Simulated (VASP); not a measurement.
Here is the system:

```
BaS
1.0
    0.00000     3.21082     3.21082
    3.21082     0.00000     3.21082
    3.21082     3.21082     0.00000
Ba S
1 1
Direct
  0.00000   0.00000   0.00000
  0.50000   0.50000   0.50000
```

Method: optB88-vdW, VASP's PBE PAW potentials (set 64) (plane waves; VASP). Settings: 520 eV cut-off, 8×8×8 Γ-centred mesh, tetrahedra with Blöchl corrections, potentials Ba_sv S.

Unless said otherwise, spin-orbit coupling is left out, though it shifts the bands of the heavy elements here.

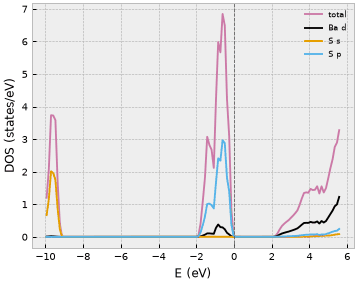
Fig. 1. Total and projected density of states, zero at the valence-band maximum

Within 2 eV below the valence-band maximum the largest weight inside VASP's projection spheres is S p.

The gap is indirect, 2.12 eV, from the valence maximum at Γ to the conduction minimum at X.

The compound is BaS in the rock salt structure. It was relaxed first.
